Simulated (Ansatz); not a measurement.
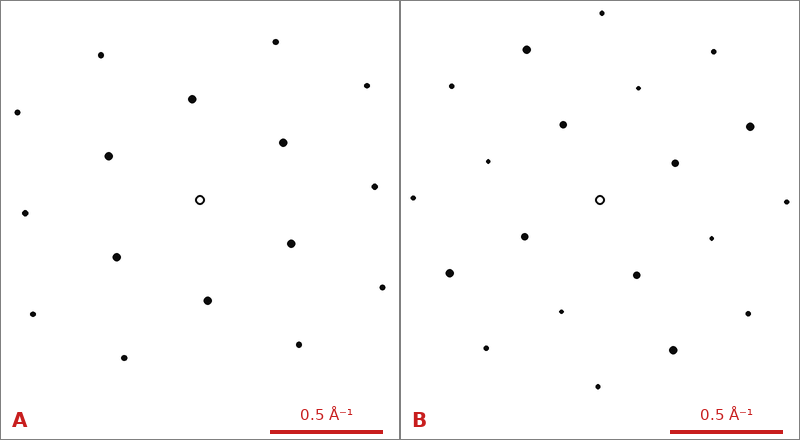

Kinematic electron diffraction patterns (120 kV, B = 0.5 Å², same scale, each along a low-index zone) of two structures of composition TlRh2, each relaxed at zero pressure with DFT PBE, scalar-relativistic, plane waves, PAW in Ansatz 0.2.0.

The structures (standard cells):
1. Fd-3m (No. 227), a = 7.521 Å, 24 atoms; generated start, possibly hypothetical
2. Fm-3m (No. 225), a = 6.214 Å, 12 atoms; generated start, possibly hypothetical

### Which pattern belongs to which structure, and along which zone?

A is structure 2 along [111] or an equivalent direction: hexagonal net of -2 2 0 at d = 2.20 Å and -2 0 2 at d = 2.20 Å, 60.0° apart. B is structure 1 along [001] or an equivalent direction: square net of 2 -2 0 at d = 2.66 Å and 2 2 0 at d = 2.66 Å, 90.0° apart (some points of this net are extinct or too weak to see).

### Rank the structures by their computed energy.

Structure 1 (Fd-3m, 17.72 Å³ an atom) is the lowest of these; structure 2 (Fm-3m, 19.99 Å³ an atom) lies about 360 meV an atom higher. These are static energies at 0 K; other structures, not shown, may lie lower still.
